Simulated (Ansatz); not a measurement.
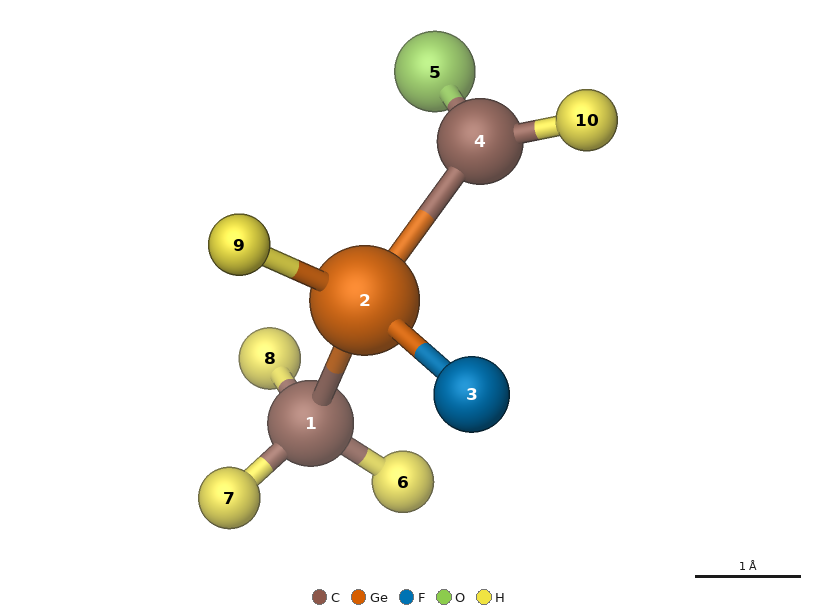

Orthographic view. Atoms fade into the background with distance from the viewer. The geometry was computed by an optimisation with PBE-D4/def2-SVP. No frequency run is at hand to confirm it as a minimum.

Give the geometry as a Z-matrix, atoms in numerical order, with these reference atoms: 2 to 1; 3 to 2, 1; 4 to 2, 3, 1; 5 to 4, 2, 3; 6 to 1, 2, 3; 7 to 1, 6, 2; 8 to 1, 7, 6; 9 to 2, 3, 1; 10 to 4, 5, 2.

```
C  
Ge   1   1.953
F    2   1.772   1   108.9
C    2   2.017   3   107.0   1  -118.4
O    4   1.215   2   119.2   3   171.3
H    1   1.107   2   109.7   3   -45.5
H    1   1.107   6   109.3   2  -122.0
H    1   1.109   7   109.3   6   119.2
H    2   1.556   3   106.5   1   123.1
H    4   1.137   5   121.6   2   179.4
```
